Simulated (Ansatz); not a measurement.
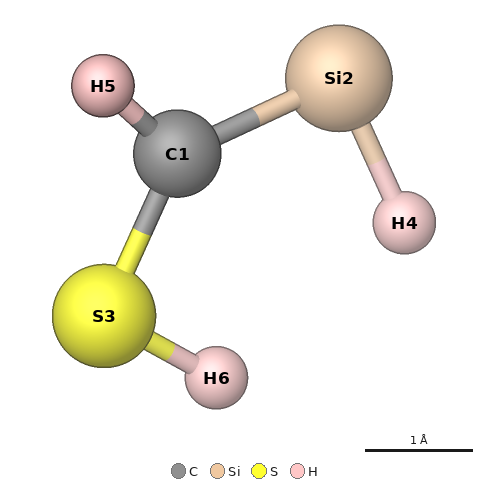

Orthographic view. Distant atoms are faded towards the background colour. State: neutral, doublet. Computed geometry: PBE0-D4/def2-TZVP optimisation. No frequency run is at hand to confirm it as a minimum.

Write a Z-matrix (Å, degrees) in the order of the atom numbers, with these reference atoms: 2 to 1; 3 to 1, 2; 4 to 2, 1, 3; 5 to 1, 3, 4; 6 to 3, 1, 5.

```
C  
Si   1   1.833
S    1   1.697   2   129.2
H    2   1.532   1    94.5   3   -21.6
H    1   1.090   3   109.7   4  -177.8
H    3   1.348   1    97.6   5  -177.0
```
